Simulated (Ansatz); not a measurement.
The calculation's input:

```
crystal:
  periodic: [false, false, false]
  atoms:
    - { symbol: Cl, position_ang: [-1.05999, -0.98503, -1.91571] }
    - { symbol: Si, position_ang: [-0.0246, 0.50855, -0.63918] }
    - { symbol: C, position_ang: [-0.7242, 0.94545, 1.07292] }
    - { symbol: C, position_ang: [0.08888, -0.12649, 1.09393] }
    - { symbol: H, position_ang: [1.22852, 0.51511, -1.39271] }
    - { symbol: H, position_ang: [-1.16342, 1.25172, 2.02233] }
total_charge: -1
basis:
  gaussian: { orbitals: def2-SVP }
hamiltonian:
  xc: b3lyp
  dispersion: d4
relax:
  f_tol: 0.02
  max_steps: 50
output:
  orbitals: {}
```

Run with:

```sh
ansatz run input.yaml --threads 1 --pin off --max-ram 2048MiB --backend cpu --events-out ev --progress --plain --runs-dir out
```

The fields are those of the relaxed geometry.

The highest occupied orbital lies above zero, a sign that basis and functional describe the outermost electron poorly.

All numbers below come from RKS B3LYP-D4/def2-SVP (Ansatz 0.2.0).

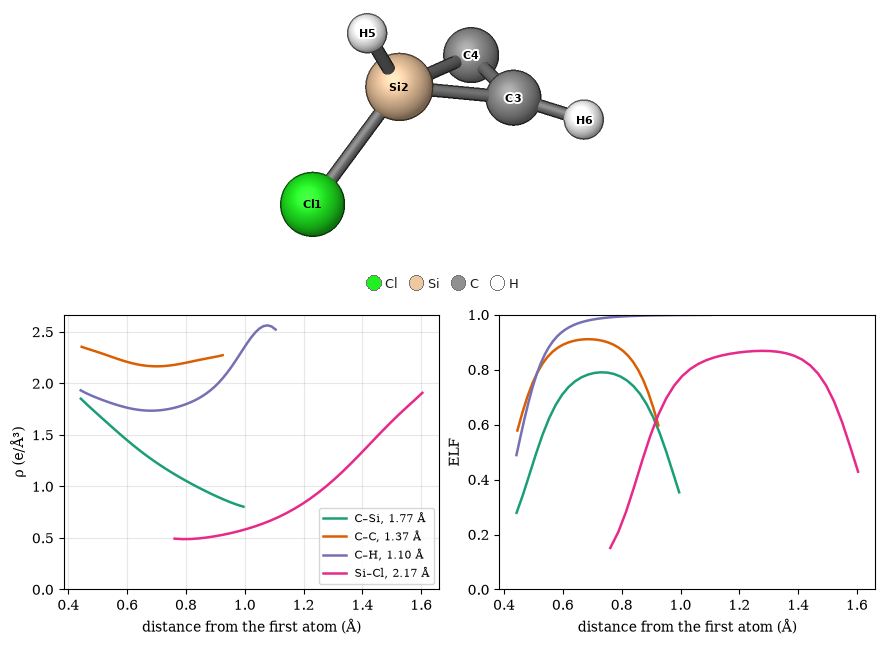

C₂H₂ClSi (charge −1). Total electron density and ELF along straight lines between neighbouring atoms. The curves leave out the atomic cores. The structure is drawn too.

Question: Compare the contacts.

Answer: C–Si (1.77 Å): the density is about 0.93 e/Å³ at the midpoint; the ELF peaks at about 0.80 between the atoms (a covalent bond).
C–C (1.37 Å): ρ at the midpoint is about 2.2 e/Å³; the ELF peaks at about 0.90 between the atoms: localised, covalent bonding.
C–H (1.10 Å): ρ at the midpoint is about 1.8 e/Å³; the ELF climbs to about 1 towards the hydrogen, as it does in any bond to H (a covalent bond by its length).
Si–Cl (2.17 Å): ρ at the midpoint is about 0.67 e/Å³, with its minimum of 0.49 e/Å³ about 0.8 Å from Si; the ELF peaks at about 0.85 between the atoms, as expected for a polar covalent bond.
